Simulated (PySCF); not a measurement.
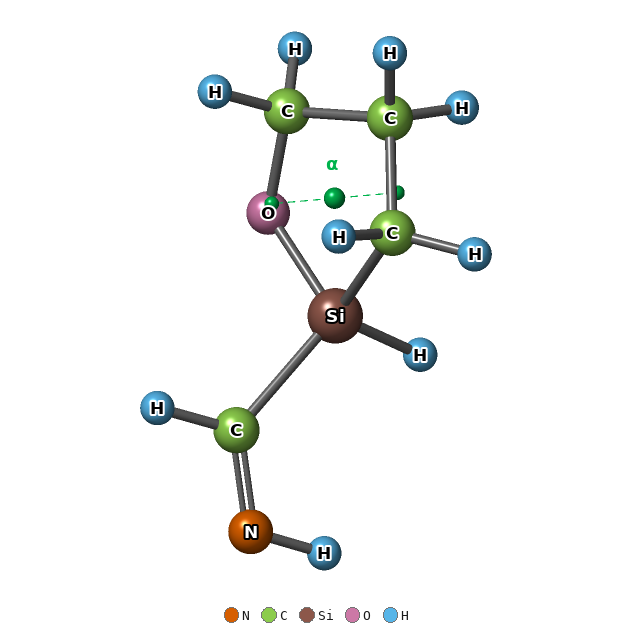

The small points mark where nucleus-independent chemical shifts (NICS) were computed: at the centre of each lettered ring and 1 Å above and below it. Computed geometry: GFN2-xTB optimisation. No frequency run is at hand to confirm it as a minimum. Properties computed with GIAO PBE0/pcSseg-1 NMR shielding, non-relativistic, gas phase (PySCF 2.14.0).

Give NICS(0), NICS(1) and the out-of-plane component NICS(1)zz for each ring (means of the two sides).

```
ring  members  NICS(0)  NICS(1)  NICS(1)zz
   α    C3OSi     −6.1     −3.3       −4.5
```

Values in ppm.

What do the values say about the ring currents?

Answer. Ring α: weak, as in a non-aromatic ring. NICS is one index among several.

The geometry is semi-empirical. Around Si such bond lengths and angles can be off by a tenth of an ångström or more and by several degrees, and values that hang on the shape move with them.
